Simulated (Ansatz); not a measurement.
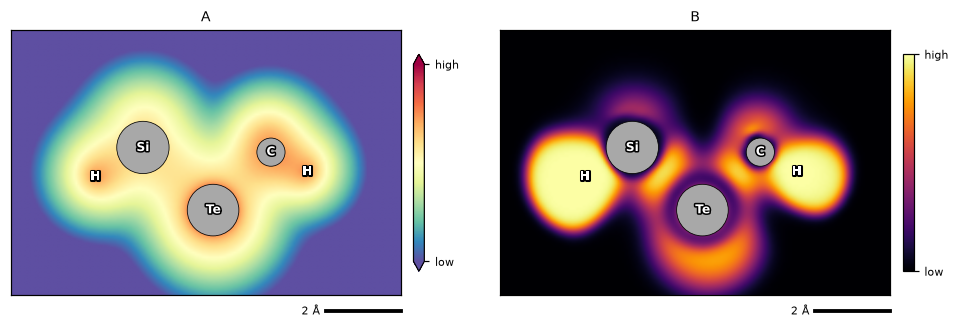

CH₆SiTe: 2 fields on the plane of atoms Te3, C1 and H5, with unlabelled colour scales. Grey discs cover the atomic cores.

Geometry: B3LYP-D3(BJ)/def2-SVP; core potentials replace the inner electrons of Te.

Theory: Ansatz, isolated molecule in a Gaussian basis; Kohn-Sham density functional theory, functional PBE0.

**The panels show electron density and electron localisation function in some order. Assign them.**

Panel A: electron density. Panel B: electron localisation function. From the grid: C–Te (2.19 Å): ρ is about 0.72 e/Å³ halfway; the ELF peaks at about 0.90 between the atoms (a shared electron pair). Si–Te (2.51 Å): ρ is about 0.58 e/Å³ halfway; the ELF peaks at about 0.90 between the atoms, as expected for a covalent bond.
